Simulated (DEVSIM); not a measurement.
Device: Pd/SiON/SiO2/p-Si capacitor, at 300 K.

```csv
layer (left to right),material,thickness (nm),Na (cm⁻³)
1,SiON,6.30,-
2,SiO2,0.540,-
3,Si,1400,1.8e17
```

Metal gate on the left, work function 5.2 eV. Fixed charge at the semiconductor interface -1.57e12 cm⁻² (in units of +e); interface traps 3.3e12 cm⁻² eV⁻¹, uniform in energy, neutral level at 0.5 of the gap above the valence band.

This is a model device: material constants are rounded textbook-type values typed into the input, and sizes, dopings and lifetimes were drawn at random. Values at 300 K.

```tsv
parameter	SiON	SiO2	Si
gap (eV)	7	9	1.124
affinity (eV)	1.4	0.9	4.05
permittivity	5.5	3.9	11.7
Nc (cm⁻³)	-	-	2.86e19
Nv (cm⁻³)	-	-	3.1e19
```

Model (solved in DEVSIM): 1D Poisson equation in equilibrium, Boltzmann statistics, complete ionisation; no quantum confinement or tunnelling. Metal contacts follow the ideal Schottky-Mott rule: no Fermi-level pinning, no interface dipoles.

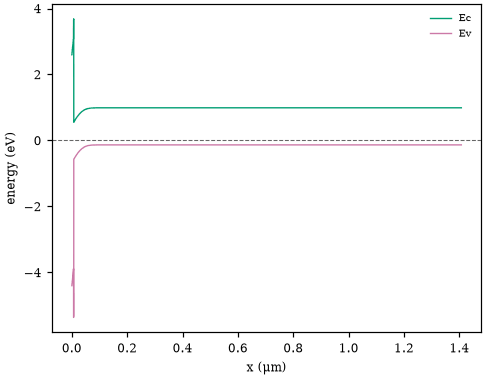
Figure. Band edges at 1.2 V on the gate

Energies count from the Fermi level of the right contact; mesh points crowd at the junctions.

```json
[
 {"x (μm)": "0.000", "Ec (eV)": "2.600", "Ev (eV)": "-4.400", "n (cm⁻³)": "< 1e2", "p (cm⁻³)": "< 1e2", "field (V/cm)": "850000"},
 {"x (μm)": "0.001108", "Ec (eV)": "2.694", "Ev (eV)": "-4.306", "n (cm⁻³)": "< 1e2", "p (cm⁻³)": "< 1e2", "field (V/cm)": "850000"},
 {"x (μm)": "0.002773", "Ec (eV)": "2.836", "Ev (eV)": "-4.164", "n (cm⁻³)": "< 1e2", "p (cm⁻³)": "< 1e2", "field (V/cm)": "850000"},
 {"x (μm)": "0.004739", "Ec (eV)": "3.004", "Ev (eV)": "-3.996", "n (cm⁻³)": "< 1e2", "p (cm⁻³)": "< 1e2", "field (V/cm)": "850000"},
 {"x (μm)": "0.006300", "Ec (eV)": "3.637", "Ev (eV)": "-5.363", "n (cm⁻³)": "< 1e2", "p (cm⁻³)": "< 1e2", "field (V/cm)": "1100000"},
 {"x (μm)": "0.006712", "Ec (eV)": "3.687", "Ev (eV)": "-5.314", "n (cm⁻³)": "< 1e2", "p (cm⁻³)": "< 1e2", "field (V/cm)": "1200000"},
 {"x (μm)": "0.007815", "Ec (eV)": "0.565", "Ev (eV)": "-0.559", "n (cm⁻³)": "9.1e9", "p (cm⁻³)": "1.3e10", "field (V/cm)": "150000"},
 {"x (μm)": "0.01138", "Ec (eV)": "0.617", "Ev (eV)": "-0.507", "n (cm⁻³)": "1.2e9", "p (cm⁻³)": "9.3e10", "field (V/cm)": "140000"},
 {"x (μm)": "0.01728", "Ec (eV)": "0.694", "Ev (eV)": "-0.430", "n (cm⁻³)": "6.2e7", "p (cm⁻³)": "1.9e12", "field (V/cm)": "120000"},
 {"x (μm)": "0.03012", "Ec (eV)": "0.829", "Ev (eV)": "-0.295", "n (cm⁻³)": "340000", "p (cm⁻³)": "3.4e14", "field (V/cm)": "87000"},
 {"x (μm)": "0.05713", "Ec (eV)": "0.968", "Ev (eV)": "-0.156", "n (cm⁻³)": "1600", "p (cm⁻³)": "7.4e16", "field (V/cm)": "21000"},
 {"x (μm)": "0.1430", "Ec (eV)": "0.991", "Ev (eV)": "-0.133", "n (cm⁻³)": "650", "p (cm⁻³)": "1.8e17", "field (V/cm)": "≈ 0"},
 {"x (μm)": "0.2948", "Ec (eV)": "0.991", "Ev (eV)": "-0.133", "n (cm⁻³)": "650", "p (cm⁻³)": "1.8e17", "field (V/cm)": "≈ 0"},
 {"x (μm)": "0.5941", "Ec (eV)": "0.991", "Ev (eV)": "-0.133", "n (cm⁻³)": "650", "p (cm⁻³)": "1.8e17", "field (V/cm)": "≈ 0"},
 {"x (μm)": "1.086", "Ec (eV)": "0.991", "Ev (eV)": "-0.133", "n (cm⁻³)": "650", "p (cm⁻³)": "1.8e17", "field (V/cm)": "≈ 0"},
 {"x (μm)": "1.255", "Ec (eV)": "0.991", "Ev (eV)": "-0.133", "n (cm⁻³)": "650", "p (cm⁻³)": "1.8e17", "field (V/cm)": "≈ 0"},
 {"x (μm)": "1.335", "Ec (eV)": "0.991", "Ev (eV)": "-0.133", "n (cm⁻³)": "650", "p (cm⁻³)": "1.8e17", "field (V/cm)": "≈ 0"},
 {"x (μm)": "1.373", "Ec (eV)": "0.991", "Ev (eV)": "-0.133", "n (cm⁻³)": "650", "p (cm⁻³)": "1.8e17", "field (V/cm)": "≈ 0"},
 {"x (μm)": "1.395", "Ec (eV)": "0.991", "Ev (eV)": "-0.133", "n (cm⁻³)": "650", "p (cm⁻³)": "1.8e17", "field (V/cm)": "≈ 0"},
 {"x (μm)": "1.402", "Ec (eV)": "0.991", "Ev (eV)": "-0.133", "n (cm⁻³)": "650", "p (cm⁻³)": "1.8e17", "field (V/cm)": "≈ 0"},
 {"x (μm)": "1.405", "Ec (eV)": "0.991", "Ev (eV)": "-0.133", "n (cm⁻³)": "650", "p (cm⁻³)": "1.8e17", "field (V/cm)": "≈ 0"},
 {"x (μm)": "1.407", "Ec (eV)": "0.991", "Ev (eV)": "-0.133", "n (cm⁻³)": "650", "p (cm⁻³)": "1.8e17", "field (V/cm)": "≈ 0"}
]
```
